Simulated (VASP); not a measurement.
Here is the system:

```
CELL_PARAMETERS angstrom
      0.00000     2.85130     2.85130
      2.85130     0.00000     2.85130
      2.85130     2.85130     0.00000
ATOMIC_POSITIONS crystal
  Li 0.25000 0.25000 0.25000
  Li 0.75000 0.75000 0.75000
  S  0.00000 0.00000 0.00000
```

Method: vdW-DF-cx, VASP's PBE PAW potentials (set 64) (plane waves; VASP). Settings: 520 eV cut-off, 8×8×8 Γ-centred mesh, tetrahedra with Blöchl corrections, potentials Li_sv S.

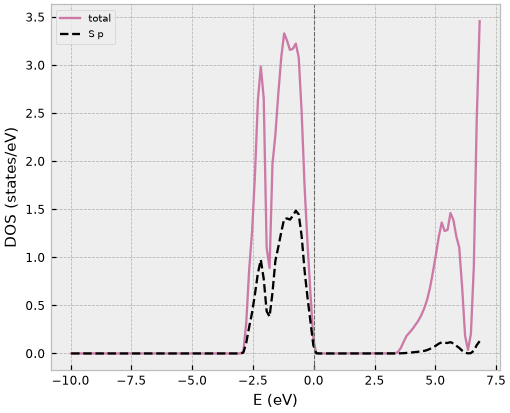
Total and projected density of states, zero at the valence-band maximum

Within 2 eV below the valence-band maximum the largest weight inside VASP's projection spheres is S p.

The gap is indirect, 3.34 eV, from the valence maximum at Γ to the conduction minimum at X.

The compound is Li2S in the antifluorite structure. It was relaxed first.
